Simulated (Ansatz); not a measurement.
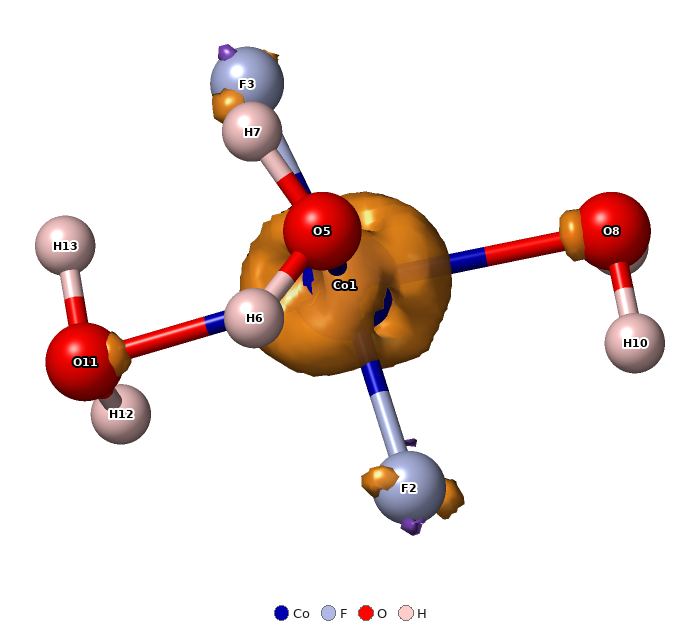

Figure 1: CoF$_{3}$H$_{6}$O$_{3}$ (triplet). Isosurfaces of the spin density at +0.2 (orange) and −0.2 e/Å³ (purple), seen from one side.

Geometry: r2SCAN-D4/def2-SVP; ⟨S²⟩ = 2.09, above the pure value of 2.00.

Theory: Ansatz, UKS PBE0-D4/def2-TZVP.

```xyz
13

Co    0.1575    0.0743   -0.0177
F     0.0967    0.3559    1.7239
F    -0.1574   -0.4371   -1.7091
F     1.9384    0.0282   -0.1276
O    -1.8525    0.1832    0.0107
H    -2.1712   -0.4226    0.6988
H    -2.0132   -0.2428   -0.8526
O     0.3590    2.2275   -0.1366
H     1.3246    2.1546   -0.2440
H     0.2508    2.2961    0.8292
O     0.3670   -2.1040    0.1863
H     1.3027   -1.9834    0.4276
H     0.3977   -2.1299   -0.7888
```

Describe the spin distribution.

Answer. The unpaired spin (2 electrons) lies mostly on Co1 (about 1.8), in electrons by Hirshfeld's partition.
